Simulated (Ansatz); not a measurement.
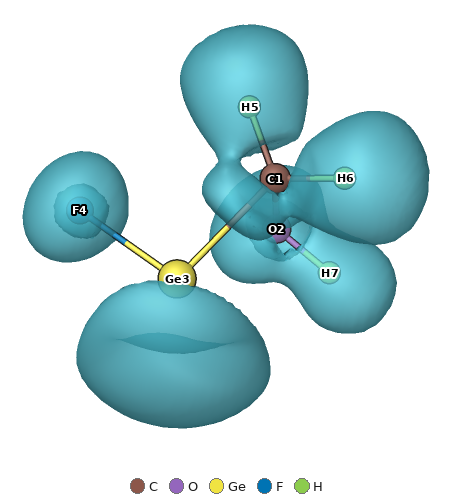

CH$_{3}$FGeO. Isosurface of the electron localisation function at 0.75 (cyan), seen at a tilt. Core shells and regions of very low density are left out.

Theory: Ansatz 0.2.0, RKS PBE-D4/def2-SVP.

```yaml
atoms:
  - { symbol: C, position_ang: [-0.0966, 0.2079, 0.3155] }
  - { symbol: O, position_ang: [-0.5236, 0.2798, -1.0983] }
  - { symbol: Ge, position_ang: [1.5994, -0.4004, -0.6183] }
  - { symbol: F, position_ang: [1.1964, -2.1414, -0.5868] }
  - { symbol: H, position_ang: [-0.7061, -0.5717, 0.8080] }
  - { symbol: H, position_ang: [-0.1861, 1.1839, 0.8309] }
  - { symbol: H, position_ang: [-0.4478, 1.2069, -1.3977] }
```

**Where are the electrons localised?**

The surface consists of one lobe on Ge, pointing away from the bonds (lone pairs), one region wrapped around F (its valence shell), one joined region spread over several atoms (C, H), in which their bonds and any lone pairs are merged and one joined region spread over several atoms (H, O), in which their bonds and any lone pairs are merged. Profiles from the grid: C–O (1.48 Å): the ELF peaks at about 0.90 between the atoms, as expected for a shared but strongly polarised pair. Ge–F (1.79 Å): the ELF peaks at about 0.85 in the valence shell of F, 0.6 Å from its nucleus, and is about 0.20 at the midpoint.
